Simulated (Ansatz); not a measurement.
# Resistivity from frozen vibrations: Pt(111) with 4 thermally displaced layers, 2x2, part 2 of 2

How much do lattice vibrations at 800 K scatter the electrons of Pt? Layers with random displacements are laid between perfect leads, and the resistance is followed against their length.

Ansatz 0.2.0; Ansatz plane-wave DFT, PBE, PAW files; ballistic transport by layer matching (Landauer), zero bias; PAW set soft_1.

So far, open channels per spin nearest the Fermi level: step 2 (with 4 displaced layers) 6.89.

## (3) With 8 displaced layers

System of this step: Pt(111) with 8 thermally displaced layers, 2x2. The cell holds 56 atoms: 56 Pt. Cell: a = 5.546 Å, b = 5.546 Å, c = 31.740 Å, α = 87.5°, β = 92.5°, γ = 120.0°. It derives from Pt. Regions: lead, 24 atoms (24 Pt); scattering region, 32 atoms (32 Pt). The structure is stacked along c, and the current runs across the ab planes.

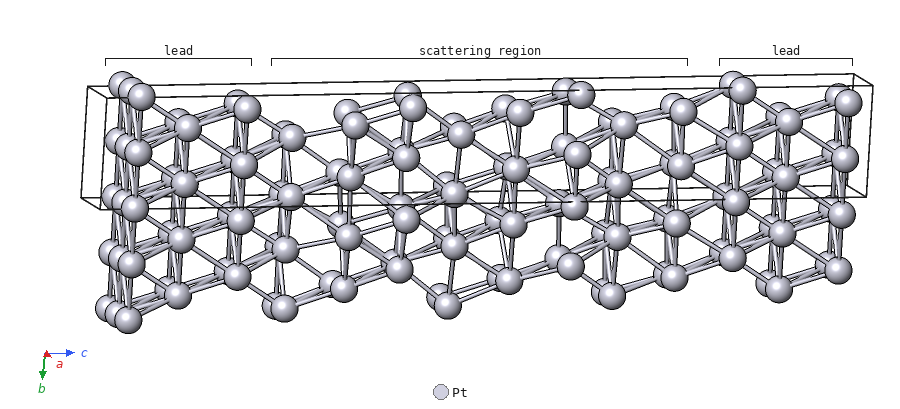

The cell of this step (platinum light grey). 1×2×1 cells are drawn. Some periodic images of atoms are drawn too.

input.yaml

```yaml
crystal:
  lattice:
    - [5.5462627489, 0.0, 0.0]
    - [-2.7731313745, 4.8032044366, 0.0]
    - [-1.3865656872, 0.8005340728, 31.6995319999]
  atoms:
    - { symbol: Pt, position: [0.005952381, 0.994047619, 0.0357142857] }
    - { symbol: Pt, position: [0.005952381, 0.494047619, 0.0357142857] }
    - { symbol: Pt, position: [0.505952381, 0.994047619, 0.0357142857] }
    - { symbol: Pt, position: [0.505952381, 0.494047619, 0.0357142857] }
    - { symbol: Pt, position: [0.1845238095, 0.3154761905, 0.1071428571] }
    - { symbol: Pt, position: [0.1845238095, 0.8154761905, 0.1071428571] }
    - { symbol: Pt, position: [0.6845238095, 0.3154761905, 0.1071428571] }
    - { symbol: Pt, position: [0.6845238095, 0.8154761905, 0.1071428571] }
    - { symbol: Pt, position: [0.3630952381, 0.1369047619, 0.1785714286] }
    - { symbol: Pt, position: [0.3630952381, 0.6369047619, 0.1785714286] }
    - { symbol: Pt, position: [0.8630952381, 0.1369047619, 0.1785714286] }
    - { symbol: Pt, position: [0.8630952381, 0.6369047619, 0.1785714286] }
    - { symbol: Pt, position: [0.0889156031, 0.9860456338, 0.2511489794] }
    - { symbol: Pt, position: [0.0197679839, 0.4578870642, 0.2521105695] }
    - { symbol: Pt, position: [0.5224148411, 0.9664866752, 0.2513820135] }
    - { symbol: Pt, position: [0.5415398085, 0.4335633483, 0.2478726236] }
    - { symbol: Pt, position: [0.2007400935, 0.2540091019, 0.3270206459] }
    - { symbol: Pt, position: [0.2144770753, 0.7868805156, 0.3205972597] }
    - { symbol: Pt, position: [0.7636818935, 0.3074378774, 0.3234648026] }
    - { symbol: Pt, position: [0.6806663051, 0.7804995103, 0.3236266252] }
    - { symbol: Pt, position: [0.411678534, 0.087103464, 0.3987149165] }
    - { symbol: Pt, position: [0.3680291374, 0.5866531806, 0.3958633322] }
    - { symbol: Pt, position: [0.921055257, 0.1435761134, 0.3934632328] }
    - { symbol: Pt, position: [0.8825841728, 0.5937640283, 0.3893491038] }
    - { symbol: Pt, position: [0.0609026503, 0.9356836745, 0.4661541646] }
    - { symbol: Pt, position: [0.0940683201, 0.4057027836, 0.4697162013] }
    - { symbol: Pt, position: [0.5885710748, 0.9562566545, 0.4628943061] }
    - { symbol: Pt, position: [0.5670688961, 0.4273662918, 0.46760184] }
    - { symbol: Pt, position: [0.2519804469, 0.2323425728, 0.5314022591] }
    - { symbol: Pt, position: [0.2360623275, 0.7541831933, 0.538896217] }
    - { symbol: Pt, position: [0.7420033215, 0.2207840008, 0.5385211196] }
    - { symbol: Pt, position: [0.7251926297, 0.7285850182, 0.5377108605] }
    - { symbol: Pt, position: [0.3969641614, 0.0739858216, 0.6052728796] }
    - { symbol: Pt, position: [0.4358370387, 0.56376166, 0.6077926557] }
    - { symbol: Pt, position: [0.939995299, 0.0486237337, 0.6117113199] }
    - { symbol: Pt, position: [0.9574412942, 0.5827542885, 0.6108878994] }
    - { symbol: Pt, position: [0.1365627029, 0.9047738698, 0.6788144623] }
    - { symbol: Pt, position: [0.0850328504, 0.3844517147, 0.676097436] }
    - { symbol: Pt, position: [0.589389233, 0.8926932467, 0.6767435399] }
    - { symbol: Pt, position: [0.5832509535, 0.3646305972, 0.6794343905] }
    - { symbol: Pt, position: [0.3122798212, 0.2364006168, 0.7499552643] }
    - { symbol: Pt, position: [0.3263036473, 0.737470211, 0.753697787] }
    - { symbol: Pt, position: [0.7614206008, 0.2342214948, 0.7510918797] }
    - { symbol: Pt, position: [0.8035970185, 0.7160049213, 0.7512305658] }
    - { symbol: Pt, position: [0.4702380952, 0.0297619048, 0.8214285714] }
    - { symbol: Pt, position: [0.4702380952, 0.5297619048, 0.8214285714] }
    - { symbol: Pt, position: [0.9702380952, 0.0297619048, 0.8214285714] }
    - { symbol: Pt, position: [0.9702380952, 0.5297619048, 0.8214285714] }
    - { symbol: Pt, position: [0.1488095238, 0.8511904762, 0.8928571429] }
    - { symbol: Pt, position: [0.1488095238, 0.3511904762, 0.8928571429] }
    - { symbol: Pt, position: [0.6488095238, 0.8511904762, 0.8928571429] }
    - { symbol: Pt, position: [0.6488095238, 0.3511904762, 0.8928571429] }
    - { symbol: Pt, position: [0.3273809524, 0.1726190476, 0.9642857143] }
    - { symbol: Pt, position: [0.3273809524, 0.6726190476, 0.9642857143] }
    - { symbol: Pt, position: [0.8273809524, 0.1726190476, 0.9642857143] }
    - { symbol: Pt, position: [0.8273809524, 0.6726190476, 0.9642857143] }
kpoints:
  mp_grid: { grid: [5, 5, 1] }
hamiltonian:
  xc: pbe
  pseudopotentials: { kind: paw, azcp: { folder: soft_1 } }
scf:
  occupations: { method: fermi_dirac, width: 0.1 }
output:
  transmission:
    leads: [[0, 4]]
    kmesh: [10, 10]
    e_range: [-0.05, 0.05]
    de: 0.05
  write_potential: true
  write_density: true
  volumetric_format: npy
```

Launch:

```sh
ansatz run input.yaml --threads 4 --pin off --max-ram 15360MiB --backend cpu --events-out ev --progress --plain --runs-dir out
```

Numbers of over 12 decimals in the logs are rounded to 6 here.

The log of the run:

```text
[...]
Crystal: 56 atoms, lattice volume = 844.470 Å³
Basis set: ecut = 420 eV, 16521 PW (Γ)
Bands: 605, of which v1, the nominal top of the filled ones, is band 504 counted from 1 (503 counted from 0)
Symmetry: 1 space group operations
[...]
k-points: 13 of 25 (time reversal used)
[...]
SCF iter   1: F=—  HF=-701394.575567 eV  |F-HF|=—  |Δ(HF+E_count)|=         —  Δρ=8.52e-2  dr2=6.28e1  ethr=3.10e-3  ⟨swp⟩=4.4  Hψ=23051  notcnv=0  defer=403
[...]
SCF iter   9: F=-701376.558275 eV  HF=-701376.558275 eV  |F-HF|=5.25e-8  |Δ(HF+E_count)|=   4.71e-8  Δρ=1.88e-6  dr2=6.74e-8  ethr=9.92e-12  ⟨swp⟩=7.0  Hψ=25044  notcnv=0
SCF 1 converged in 9 iterations: F = -701376.558275 eV  dr2 = 6.74e-8
[...]
transmission: 308 of 3068 steps passed
transmission: 614 of 3068 steps passed
[...]
transmission: 3068 of 3068 steps passed
SCF converged after 9 iterations
Free energy (F): -701376.558275 eV
[...]
Internal energy: -701373.470066 eV  (E = F + TS)
E sigma→0 (E₀):  -701375.014171 eV
Entropy (-TS):   -3.088209 eV (-55.147 meV/atom)
Fermi energy:    23.455828 eV
[...]
--- Band table (eV; the first three rows and the last of 13) ---
  k-point 0: bands = [... 500 lower, 23.6203, 23.6299, 23.6522, 23.6549, 23.6671, 23.6848, 23.6987, 23.7070, ... 97 higher]
  k-point 1: bands = [... 500 lower, 23.4469, 23.4622, 23.4708, 23.4810, 23.5040, 23.5276, 23.5536, 23.5916, ... 97 higher]
  k-point 2: bands = [... 500 lower, 23.4328, 23.4478, 23.4759, 23.4939, 23.5047, 23.5257, 23.5342, 23.5509, ... 97 higher]
  k-point 12: bands = [... 500 lower, 23.3574, 23.3830, 23.3992, 23.4142, 23.4441, 23.4601, 23.4697, 23.5204, ... 97 higher]
--- Transmission ---
  basis      : 241 plane waves across, 59 finite elements along
  points     : 52, standing for a mesh of 10 x 10
[...]
channels       : 6.890000e0 a spin
[...]
junction   : crystal 0 to crystal 0, 0.70 to 30.13 Å
    transmission   : 3.418263e0 a spin
[...]
```

Wall time 14 min (4 threads of Arm Neoverse V2, shared host); peak memory 9.6 GiB.

Numbers from this step:

* free energy: -701376.5583 eV
* energy at zero smearing: -701375.0142 eV
* Fermi energy: 23.46 eV
* transmission per spin nearest the Fermi level: 3.418
* step of the lead's potential: 7.2 meV

Per spin. Transmission, zone mean against energy, zero at the Fermi level:

```csv
energy (eV),"transmission, zone mean"
-0.0500,3.55
0.0000,3.42
0.0500,3.26
```

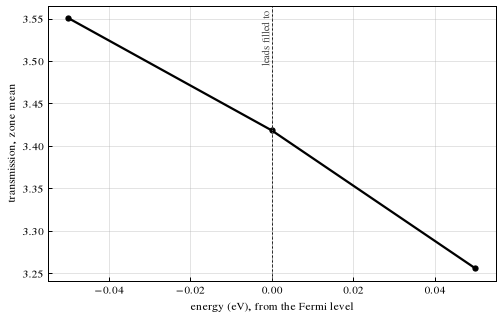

Transmission, zone mean against energy.

Over the solved energies the transmission per spin lies between 3.26 and 3.55, out of 6.75 channels of the lead on average (up to 7.16).

## (4) With 12 displaced layers

System of this step: Pt(111) with 12 thermally displaced layers, 2x2. The cell holds 72 atoms: 72 Pt. Cell: a = 5.546 Å, b = 5.546 Å, c = 40.757 Å, α = 90.0°, β = 90.0°, γ = 120.0°. It derives from Pt. Regions: lead, 24 atoms (24 Pt); scattering region, 48 atoms (48 Pt). The structure is stacked along c, and the current runs across the ab planes.

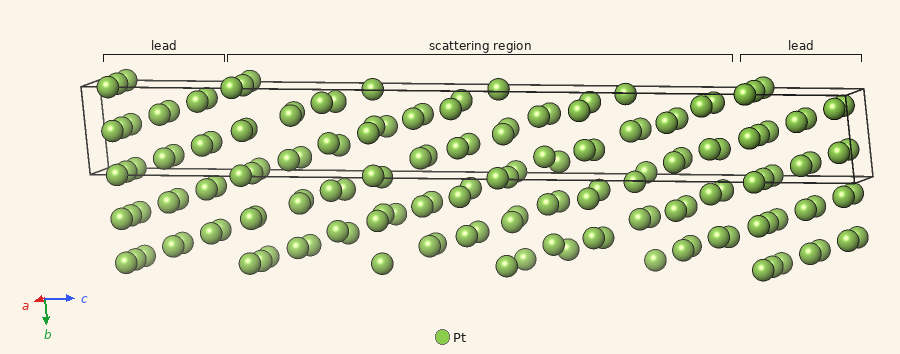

The cell of this step (platinum green). 1×2×1 cells are drawn. Some periodic images of atoms are drawn too.

input.yaml

```yaml
crystal:
  lattice:
    - [5.5462627489, 0.0, 0.0]
    - [-2.7731313745, 4.8032044366, 0.0]
    - [0.0, 0.0, 40.7565411427]
  atoms:
    - { symbol: Pt, position: [0.0, 0.0, 0.0277777778] }
    - { symbol: Pt, position: [0.0, 0.5, 0.0277777778] }
    - { symbol: Pt, position: [0.5, 0.0, 0.0277777778] }
    - { symbol: Pt, position: [0.5, 0.5, 0.0277777778] }
    - { symbol: Pt, position: [0.1666666667, 0.3333333333, 0.0833333333] }
    - { symbol: Pt, position: [0.1666666667, 0.8333333333, 0.0833333333] }
    - { symbol: Pt, position: [0.6666666667, 0.3333333333, 0.0833333333] }
    - { symbol: Pt, position: [0.6666666667, 0.8333333333, 0.0833333333] }
    - { symbol: Pt, position: [0.3333333333, 0.1666666667, 0.1388888889] }
    - { symbol: Pt, position: [0.3333333333, 0.6666666667, 0.1388888889] }
    - { symbol: Pt, position: [0.8333333333, 0.1666666667, 0.1388888889] }
    - { symbol: Pt, position: [0.8333333333, 0.6666666667, 0.1388888889] }
    - { symbol: Pt, position: [0.0020616239, 0.9923845978, 0.189689294] }
    - { symbol: Pt, position: [0.9894718932, 0.4829464633, 0.1971454563] }
    - { symbol: Pt, position: [0.4955794229, 0.0017711754, 0.192319955] }
    - { symbol: Pt, position: [0.4904948163, 0.4997552922, 0.1907301768] }
    - { symbol: Pt, position: [0.1710665217, 0.3310826983, 0.2470350382] }
    - { symbol: Pt, position: [0.1280414269, 0.8442192444, 0.2492558737] }
    - { symbol: Pt, position: [0.654422257, 0.3283226178, 0.2545422045] }
    - { symbol: Pt, position: [0.6666705013, 0.8351712159, 0.2462814872] }
    - { symbol: Pt, position: [0.3733372504, 0.1861338746, 0.3082234887] }
    - { symbol: Pt, position: [0.3439340977, 0.6861161959, 0.3064831299] }
    - { symbol: Pt, position: [0.8429862422, 0.1634374451, 0.3018700124] }
    - { symbol: Pt, position: [0.831710886, 0.6256108029, 0.3049555799] }
    - { symbol: Pt, position: [0.9851781688, 0.9778726527, 0.3626442614] }
    - { symbol: Pt, position: [0.9916841624, 0.4907305527, 0.3624110058] }
    - { symbol: Pt, position: [0.5059783768, 0.0294712983, 0.3619899451] }
    - { symbol: Pt, position: [0.4706573476, 0.4587466961, 0.3578409976] }
    - { symbol: Pt, position: [0.1861006273, 0.3322596192, 0.4159586959] }
    - { symbol: Pt, position: [0.1832542822, 0.8061181545, 0.415202195] }
    - { symbol: Pt, position: [0.6642031724, 0.3457742045, 0.415007458] }
    - { symbol: Pt, position: [0.6383659589, 0.7992753645, 0.4184904476] }
    - { symbol: Pt, position: [0.3430925006, 0.1565589319, 0.4726306633] }
    - { symbol: Pt, position: [0.3045751493, 0.6566557619, 0.4756678693] }
    - { symbol: Pt, position: [0.8603380039, 0.215687828, 0.4702538006] }
    - { symbol: Pt, position: [0.8419221049, 0.6625184351, 0.4736370829] }
    - { symbol: Pt, position: [0.9939137544, 0.9880925303, 0.5256082512] }
    - { symbol: Pt, position: [0.0555187255, 0.4983588969, 0.5227349996] }
    - { symbol: Pt, position: [0.4952750878, 0.0143866084, 0.5265274774] }
    - { symbol: Pt, position: [0.5356329918, 0.5212688297, 0.5273968461] }
    - { symbol: Pt, position: [0.1473296621, 0.3120135226, 0.581583026] }
    - { symbol: Pt, position: [0.1523746594, 0.8588881455, 0.5873109739] }
    - { symbol: Pt, position: [0.6310483395, 0.308260451, 0.5789110658] }
    - { symbol: Pt, position: [0.6160005384, 0.7674232554, 0.5804769979] }
    - { symbol: Pt, position: [0.3534972841, 0.1593322066, 0.6410258268] }
    - { symbol: Pt, position: [0.3430272603, 0.7040244054, 0.6393870451] }
    - { symbol: Pt, position: [0.8533925291, 0.2208238548, 0.638077528] }
    - { symbol: Pt, position: [0.8130350724, 0.6709507816, 0.6387917796] }
    - { symbol: Pt, position: [0.0098164218, 0.9804448237, 0.6964566863] }
    - { symbol: Pt, position: [0.0085860146, 0.4858330489, 0.6948526456] }
    - { symbol: Pt, position: [0.5096213132, 0.0497732226, 0.6926837022] }
    - { symbol: Pt, position: [0.4803671859, 0.4773851094, 0.6935789479] }
    - { symbol: Pt, position: [0.1747041462, 0.3496242396, 0.7484734424] }
    - { symbol: Pt, position: [0.1482255231, 0.8032783424, 0.7479310323] }
    - { symbol: Pt, position: [0.7283519157, 0.3554263723, 0.7480460034] }
    - { symbol: Pt, position: [0.6317416902, 0.8126334722, 0.7499457607] }
    - { symbol: Pt, position: [0.3260745656, 0.1508728657, 0.8023384007] }
    - { symbol: Pt, position: [0.3642618517, 0.6762505029, 0.8046189263] }
    - { symbol: Pt, position: [0.8236608487, 0.1554311194, 0.7982138019] }
    - { symbol: Pt, position: [0.8241012763, 0.6439519161, 0.8030482847] }
    - { symbol: Pt, position: [0.0, 0.0, 0.8611111111] }
    - { symbol: Pt, position: [0.0, 0.5, 0.8611111111] }
    - { symbol: Pt, position: [0.5, 0.0, 0.8611111111] }
    - { symbol: Pt, position: [0.5, 0.5, 0.8611111111] }
    - { symbol: Pt, position: [0.1666666667, 0.3333333333, 0.9166666667] }
    - { symbol: Pt, position: [0.1666666667, 0.8333333333, 0.9166666667] }
    - { symbol: Pt, position: [0.6666666667, 0.3333333333, 0.9166666667] }
    - { symbol: Pt, position: [0.6666666667, 0.8333333333, 0.9166666667] }
    - { symbol: Pt, position: [0.3333333333, 0.1666666667, 0.9722222222] }
    - { symbol: Pt, position: [0.3333333333, 0.6666666667, 0.9722222222] }
    - { symbol: Pt, position: [0.8333333333, 0.1666666667, 0.9722222222] }
    - { symbol: Pt, position: [0.8333333333, 0.6666666667, 0.9722222222] }
kpoints:
  mp_grid: { grid: [5, 5, 1] }
hamiltonian:
  xc: pbe
  pseudopotentials: { kind: paw, azcp: { folder: soft_1 } }
scf:
  occupations: { method: fermi_dirac, width: 0.1 }
output:
  transmission:
    leads: [[0, 4]]
    kmesh: [10, 10]
    e_range: [-0.05, 0.05]
    de: 0.05
  write_potential: true
  write_density: true
  volumetric_format: npy
```

The log of the run:

```text
[...]
Crystal: 72 atoms, lattice volume = 1085.747 Å³
Basis set: ecut = 420 eV, 21305 PW (Γ)
Bands: 778, of which v1, the nominal top of the filled ones, is band 648 counted from 1 (647 counted from 0)
Symmetry: 1 space group operations
[...]
k-points: 13 of 25 (time reversal used)
[...]
SCF iter   1: F=—  HF=-901790.010184 eV  |F-HF|=—  |Δ(HF+E_count)|=         —  Δρ=8.53e-2  dr2=8.74e1  ethr=3.10e-3  ⟨swp⟩=4.8  Hψ=29482  notcnv=0  defer=561
[...]
SCF iter   9: F=-901766.911498 eV  HF=-901766.911498 eV  |F-HF|=5.58e-8  |Δ(HF+E_count)|=   2.95e-8  Δρ=1.90e-6  dr2=8.05e-8  ethr=7.72e-12  ⟨swp⟩=8.1  Hψ=40176  notcnv=0
SCF 1 converged in 9 iterations: F = -901766.911498 eV  dr2 = 8.05e-8
[...]
transmission: 396 of 3952 steps passed
transmission: 792 of 3952 steps passed
[...]
transmission: 3952 of 3952 steps passed
SCF converged after 9 iterations
Free energy (F): -901766.911498 eV
[...]
Internal energy: -901762.954036 eV  (E = F + TS)
E sigma→0 (E₀):  -901764.932767 eV
Entropy (-TS):   -3.957462 eV (-54.965 meV/atom)
Fermi energy:    23.460897 eV
[...]
--- Band table (eV; the first three rows and the last of 13) ---
  k-point 0: bands = [... 644 lower, 23.6216, 23.6258, 23.6375, 23.6438, 23.6553, 23.6715, 23.6861, 23.6970, ... 126 higher]
  k-point 1: bands = [... 644 lower, 23.4611, 23.4646, 23.4816, 23.4902, 23.5010, 23.5194, 23.5360, 23.5495, ... 126 higher]
  k-point 2: bands = [... 644 lower, 23.4242, 23.4351, 23.4539, 23.4722, 23.4977, 23.5077, 23.5266, 23.5353, ... 126 higher]
  k-point 12: bands = [... 644 lower, 23.3815, 23.4040, 23.4127, 23.4222, 23.4430, 23.4714, 23.4742, 23.4849, ... 126 higher]
--- Transmission ---
  basis      : 241 plane waves across, 76 finite elements along
  points     : 52, standing for a mesh of 10 x 10
[...]
channels       : 6.890000e0 a spin
[...]
junction   : crystal 0 to crystal 0, 0.70 to 39.19 Å
    transmission   : 2.442465e0 a spin
[...]
```

Elapsed: 26 min, on 4 threads; peak memory 8.4 GiB; 1.7 h of CPU time.

Numbers from this step:

```yaml
free_energy: -901766.9115 eV
energy_at_zero_smearing: -901764.9328 eV
transmission_per_spin_nearest_the_fermi_level: 2.442
step_of_the_lead_s_potential: 21.6 meV
```

Per spin. The transmission, zone mean by energy, zero at the Fermi level:

```csv
energy (eV),"transmission, zone mean"
-0.0500,2.52
0.0000,2.44
0.0500,2.29
```

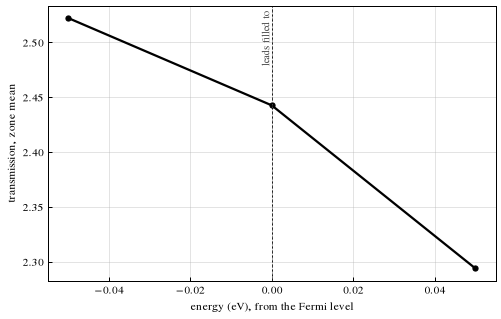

Transmission, zone mean, plotted against energy.

Over the solved energies the transmission per spin lies between 2.29 and 2.52, out of 6.71 channels of the lead on average (up to 7.04).

## (5) The fit

This step: Ansatz plane-wave DFT, PBE, PAW files; ballistic transport by layer matching (Landauer), zero bias; resistivity from the slope of the area resistance; PAW set soft_1 (Ansatz 0.2.0).

Numbers from this step:

- resistivity: 38.27 µΩ cm
- intercept: -0.1517 fΩ m²
- scatter about the fit: 0.02954 fΩ m²

Resistance, by row:

```csv
run,length (Å),T,channels N,RA (fΩ m²)
n4,9.057,4.743,6.753,0.2158
n8,18.11,3.408,6.753,0.4997
n12,27.17,2.419,6.713,0.9089
```

Area resistance against length of the displaced region:

```csv
length of the displaced region (Å),area resistance (fΩ m²)
9.06,0.216
18.11,0.500
27.17,0.909
```

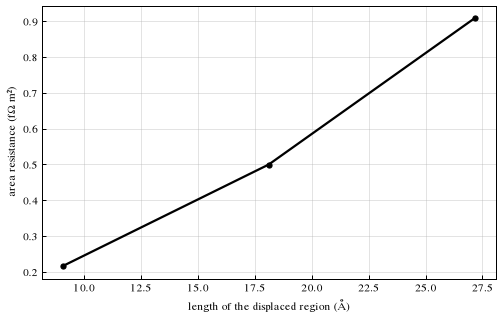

Area resistance against length of the displaced region.

The area resistance goes from 0.22 to 0.91 fΩ m² between 9.1 and 27.2 Å, a slope of 38 µΩ cm.

By hand from the end points: (0.9089 − 0.2158) fΩ m² / (27.17 − 9.06) Å = 38 µΩ cm, since 1 fΩ m² per Å is 1000 µΩ cm.

## (6) Summary of results

```json
{
 "resistivity from the slope": "38.3 µΩ cm",
 "area resistance over 9.06 Å": "0.216 fΩ m²",
 "area resistance over 18.1 Å": "0.500 fΩ m²",
 "area resistance over 27.2 Å": "0.909 fΩ m²"
}
```

The slope gives 38 µΩ cm. The points scatter by 0.030 fΩ m² about the line, with one random draw a length in a 2x2 cell, so the slope is a rough value. The mean square of the displacements drawn is 0.78, 0.99 and 1.2 of the nominal one at the three lengths; with each resistance scaled back by that, the slope is 27 µΩ cm, the value used below. Read with a model of isotropic scattering on a spherical Fermi surface and the lead's 2.0×10¹⁵ S/m², this slope means a mean free path near 14 Å; over these lengths the model's slope is within 3 % of its bulk resistivity. Uncorrelated displacements put too much weight on short waves, which scatter strongly; with the sideways repeat of a small cell, one draw and three short lengths, the method is good to a factor of two or three. Spin-orbit coupling is left out, which matters for Pt.

[Logs are printed without paths, hosts, clocks, repeated set-up lines and the standing remarks that a program may print on its own settings, such as how far it seeks lower states.]

[Hosts, paths, dates, database ids (printed as entryN), source tags and the programs' standing remarks are cut or masked in the printed files.]
